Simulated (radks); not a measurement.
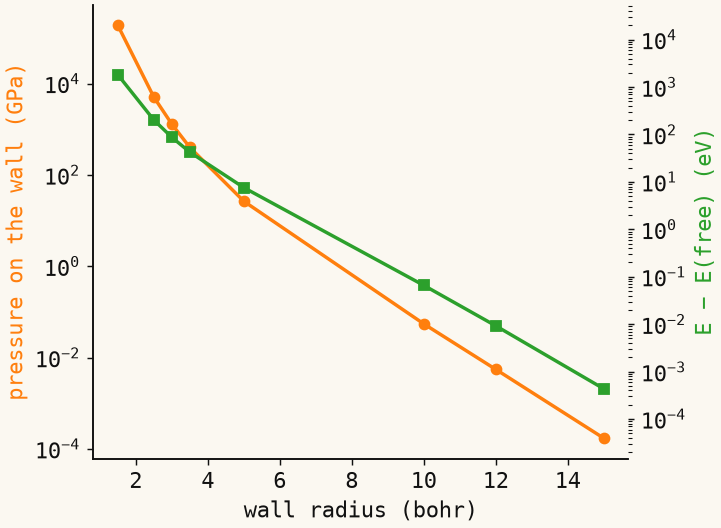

System: atomic holmium (Ho), configuration [Xe] 4f11 6s2 (high spin). It is put inside a hard spherical wall of varying radius. Method: scalar-relativistic Kohn-Sham, PBE, spin-polarised, spherical densities, point nucleus; computed with the in-house radial solver radks. The plot shows the pressure on the wall (left axis) and the energy above the free species (right axis).

Q: How do pressure and energy grow as the wall closes in?

A: The pressure grows from 0.00017 GPa at 15 bohr through 27 GPa at 5 bohr to 190000 GPa at 1.5 bohr, and the energy above the free species from 0.000434 eV through 7.59 eV to 1824 eV. The pressure is −dE/dV with V = 4πR³/3.
